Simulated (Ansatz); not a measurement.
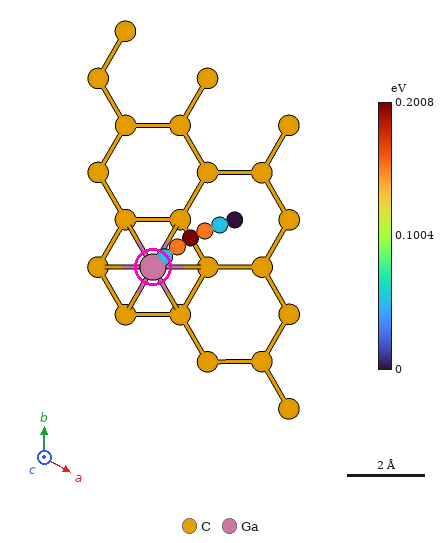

NEB run on Ga on graphene monolayer (19 atoms in the cell). Images are numbered from 0 (start) to 6 (end). The start is drawn whole; smaller spheres mark the moving atoms (Ga) in the later images, joined by lines and coloured by the energy of the image relative to the start. Style: ball-and-stick. Shown: the simulation cell, with the vacuum cut short (origin moved), along the c axis. The moving atom is ringed, with any periodic copies. Bonds to atoms that aren't drawn are left out.

All numbers below come from Ansatz, DFT LDA, scalar-relativistic, plane waves, PAW. Set-up: plane-wave cutoff 420 eV; k-point mesh 2 × 2 × 1; Gaussian smearing 0.02 eV; spin collinear; 5 movable images; climbing image; force threshold 0.05 eV/Å; iteration limit 80; starting path by image-dependent pair potential.

Q: Describe the path and its energy.

A: The adsorbate starts on a hollow site and hops by a lattice vector of the surface; other mechanisms, such as exchange with a surface atom, weren't searched. The Ga atom travels furthest, 2.47 Å from end to end, on a path that bends up to 0.18 Å away from the straight line. At the highest image its nearest neighbour (C) is 2.27 Å away, against 2.53 Å at the start, and the surrounding atoms stand up to 0.05 Å off the mean of their end positions. The barrier is about 0.201 eV in both directions, with image 3 at the top; the ends have the same energy. The band converged in 4 iterations. The largest component of the band force went from 1.1 to 0.035 eV/Å. The climbing image converged on the top of the path. A check of its curvatures didn't confirm a first-order saddle.

Limits of the set-up: the k-point mesh is coarse for a cell with partly filled bands; the periodic images lie only 7.4 Å apart, so the values are limited by the cell's size.
